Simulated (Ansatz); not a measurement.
**What a change does: single-point calculation on CH4Cl2OSi**

System: CH4Cl2OSi, SMILES OC(Cl)[SiH2]Cl.
Method of run A: RKS r2SCAN-D4/def2-SVP (Ansatz 0.2.0).

Text and figures count atoms from 1; the logs count them from 0 in places.

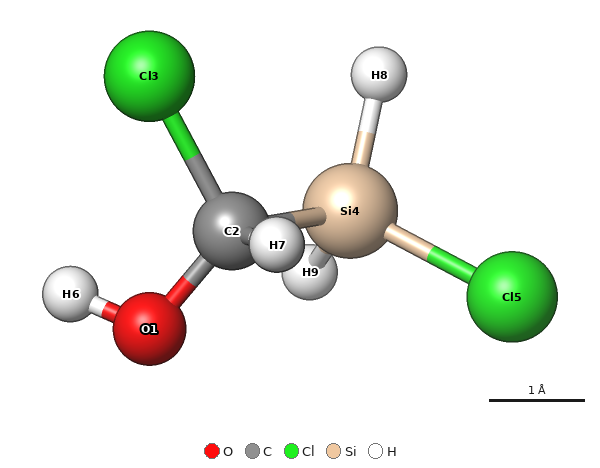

Fig. 1: The structure as given in the input (ball-and-stick view, seen at a tilt; atoms are numbered from 1 in the order of the input). Bond lengths as drawn: Cl–Si 2.08 Å, C–Cl 1.87 Å, C–H 1.10 Å, C–O 1.37 Å, C–Si 1.91 Å, H–O 0.97 Å and H–Si 1.48 to 1.49 Å.

### Input file, run A
```yaml
crystal:
  periodic: [false, false, false]
  atoms:
    - { symbol: O, position_ang: [-1.633914, -0.122393, -0.559469] }
    - { symbol: C, position_ang: [-0.612279, -0.62696, 0.203619] }
    - { symbol: Cl, position_ang: [0.10625, 0.650852, 1.356782] }
    - { symbol: Si, position_ang: [0.85311, -1.274292, -0.83216] }
    - { symbol: Cl, position_ang: [0.54403, -3.330952, -0.860124] }
    - { symbol: H, position_ang: [-1.556892, 0.847912, -0.56492] }
    - { symbol: H, position_ang: [-1.039282, -1.384539, 0.87887] }
    - { symbol: H, position_ang: [2.136304, -1.019393, -0.120222] }
    - { symbol: H, position_ang: [0.87711, -0.735636, -2.213274] }
basis:
  gaussian: { orbitals: def2-SVP }
hamiltonian:
  xc: r2scan
  dispersion: d4
output:
  forces: true
```

Launched with:
```bash
ansatz run input.yaml --threads 1 --pin off --max-ram 2560MiB --backend cpu --events-out ev --progress --plain --runs-dir out
```

Hardware: 1 thread of Arm Neoverse V1, 24 GiB of memory available, shared host.

### Output (run A)
```
Engine: ansatz 0.2.0, aarch64-unknown-linux-gnu
Functional definition: r2SCAN
  parameter k0 = 0.174
  parameter k1 = 0.065
  parameter a1 = 4.9479
  exchange = r2scan_x(k0 = k0, k1 = k1, a1 = a1)
  correlation = r2scan_c
1119 factors; their error is unknown
mean field evaluation 1: about -36052.4855 eV, gradient 4.4e1 eV
mean field evaluation 2: about -36043.6818 eV, gradient 7.8e1 eV
mean field evaluation 4: about -36056.3287 eV, gradient 3.6e0 eV
mean field evaluation 8: about -36056.3559 eV, gradient 2.9e-1 eV
mean field evaluation 16: about -36056.2819 eV, gradient 1.3e-4 eV
mean field -36056.28192020 eV, -1325.0439207418 hartree, gradient 3.5e-5 eV, S^2 0.000000; 0 other end points of the search recorded, 0 dependent functions left out
the calculation of the forces begins
reference -36056.28192865 eV, -1325.0439210522 hartree; 33, 33 occupied and 69, 69 virtual orbitals, 1119 factors
Total energy: -36056.34010714 eV, -1325.0460590723 hartree
Atom 0 at    -1.633914    -0.122393    -0.559469 Å, force    -0.627410     0.825774    -0.111009 eV/Å
Atom 1 at    -0.612279    -0.626960     0.203619 Å, force     0.398172     0.133250     0.395981 eV/Å
Atom 2 at     0.106250     0.650852     1.356782 Å, force    -0.241174    -0.035552    -0.150793 eV/Å
Atom 3 at     0.853110    -1.274292    -0.832160 Å, force     0.312702    -0.432018     0.436949 eV/Å
Atom 4 at     0.544030    -3.330952    -0.860124 Å, force     0.057401    -0.036300    -0.205123 eV/Å
Atom 5 at    -1.556892     0.847912    -0.564920 Å, force     0.005417    -0.283762    -0.257868 eV/Å
Atom 6 at    -1.039282    -1.384539     0.878870 Å, force     0.218908    -0.233757     0.050128 eV/Å
Atom 7 at     2.136304    -1.019393    -0.120222 Å, force    -0.009070    -0.032314    -0.122718 eV/Å
Atom 8 at     0.877110    -0.735636    -2.213274 Å, force    -0.114947     0.094678    -0.035547 eV/Å
Dipole moment:     0.006564     0.307698    -0.116770 e Å
```

For run B the input was changed thus:
```diff
-    - { symbol: Cl, position_ang: [0.10625, 0.650852, 1.356782] }
-    - { symbol: Si, position_ang: [0.85311, -1.274292, -0.83216] }
-    - { symbol: Cl, position_ang: [0.54403, -3.330952, -0.860124] }
+    - { symbol: Cl, position_ang: [-0.66843, -0.004148, 1.96084] }
+    - { symbol: Si, position_ang: [1.118102, -0.167575, -0.455156] }
+    - { symbol: Cl, position_ang: [1.110142, 1.911711, -0.403494] }
-    - { symbol: H, position_ang: [-1.039282, -1.384539, 0.87887] }
-    - { symbol: H, position_ang: [2.136304, -1.019393, -0.120222] }
-    - { symbol: H, position_ang: [0.87711, -0.735636, -2.213274] }
+    - { symbol: H, position_ang: [-0.769485, -1.712336, 0.300916] }
+    - { symbol: H, position_ang: [1.251833, -0.584131, -1.878888] }
+    - { symbol: H, position_ang: [2.222443, -0.70182, 0.377441] }
```

What does this change do to the results?

On the same kind of shared host run B took about 95 times as long.

### Output (run B)
```
Engine: ansatz 0.2.0, aarch64-unknown-linux-gnu
Functional definition: r2SCAN
  parameter k0 = 0.174
  parameter k1 = 0.065
  parameter a1 = 4.9479
  exchange = r2scan_x(k0 = k0, k1 = k1, a1 = a1)
  correlation = r2scan_c
1119 factors; their error is unknown
mean field evaluation 1: about -36052.9623 eV, gradient 4.3e1 eV
mean field evaluation 2: about -36043.1834 eV, gradient 8.0e1 eV
mean field evaluation 4: about -36056.6119 eV, gradient 4.4e0 eV
mean field evaluation 8: about -36056.6553 eV, gradient 3.2e-1 eV
mean field evaluation 16: about -36056.5812 eV, gradient 1.6e-4 eV
mean field -36056.58123592 eV, -1325.0549203915 hartree, gradient 5.3e-5 eV, S^2 0.000000; 0 other end points of the search recorded, 0 dependent functions left out
the calculation of the forces begins
reference -36056.58124421 eV, -1325.0549206961 hartree; 33, 33 occupied and 69, 69 virtual orbitals, 1119 factors
Total energy: -36056.64175355 eV, -1325.0571443734 hartree
Atom 0 at    -1.633914    -0.122393    -0.559469 Å, force    -0.215332     0.170346     0.088732 eV/Å
Atom 1 at    -0.612279    -0.626960     0.203619 Å, force     0.159875    -0.089983     0.130372 eV/Å
Atom 2 at    -0.668430    -0.004148     1.960840 Å, force    -0.023425    -0.109958    -0.069158 eV/Å
Atom 3 at     1.118102    -0.167575    -0.455156 Å, force    -0.045075     0.223686     0.020232 eV/Å
Atom 4 at     1.110142     1.911711    -0.403494 Å, force     0.032570    -0.051691    -0.089634 eV/Å
Atom 5 at    -1.556892     0.847912    -0.564920 Å, force     0.094576    -0.065085    -0.104811 eV/Å
Atom 6 at    -0.769485    -1.712336     0.300916 Å, force    -0.005908    -0.025971    -0.046536 eV/Å
Atom 7 at     1.251833    -0.584131    -1.878888 Å, force    -0.006635    -0.034477     0.026396 eV/Å
Atom 8 at     2.222443    -0.701820     0.377441 Å, force     0.009354    -0.016867     0.044407 eV/Å
Dipole moment:     0.138727    -0.227621    -0.253090 e Å
```

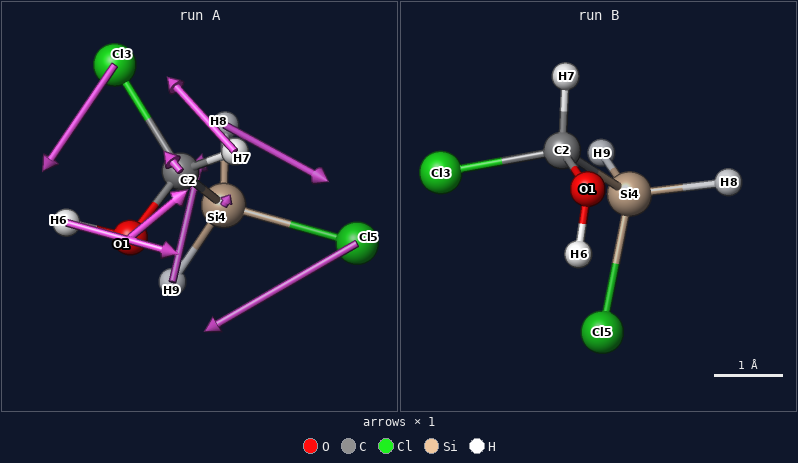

Fig. 2: The two input geometries at one scale (ball-and-stick view, seen at a tilt). The pink arrows on the first give the shifts of the atoms after the best rigid fit, at true length. The largest move after the best rigid fit is that of Cl5, 2.64 Å. By element the largest moves are Cl 2.64 Å, H 2.13 Å, O 1.20 Å, C 0.44 Å, Si 0.21 Å.

### The two runs side by side

```tsv
quantity	run A	run B
outcome	converged	converged
total energy (hartree)	−1325.046059	–
largest force (eV/Å)	1.043	–
basis functions	102	–
wall time (shared host)	8.3 s	13 min
```
